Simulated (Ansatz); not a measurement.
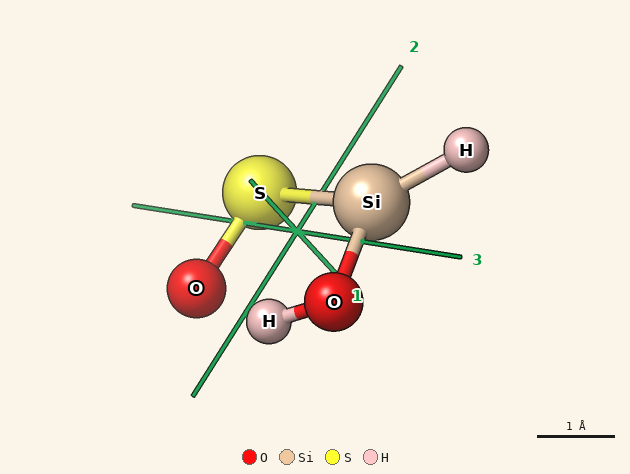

The three principal axes of inertia are drawn and numbered. Atoms fade into the background with distance from the viewer. The computed structure is the end point of a PBE-D4/def2-SVP optimisation. No frequency run is at hand to confirm it as a minimum. Masses are those of the most abundant isotopes; constants are for the rigid equilibrium geometry.

Which line is the a axis (least moment of inertia), which b and which c?

Answer. a is line 3, b is line 2, c is line 1; the moments are 57.0, 126, 183 u Å².

What kind of rotor is it, and what are its rotational constants in GHz?

Answer. An asymmetric top (Cs): A = 8.87, B = 4.02, C = 2.77 GHz. Ray's parameter κ is −0.59, nearer the prolate limit.
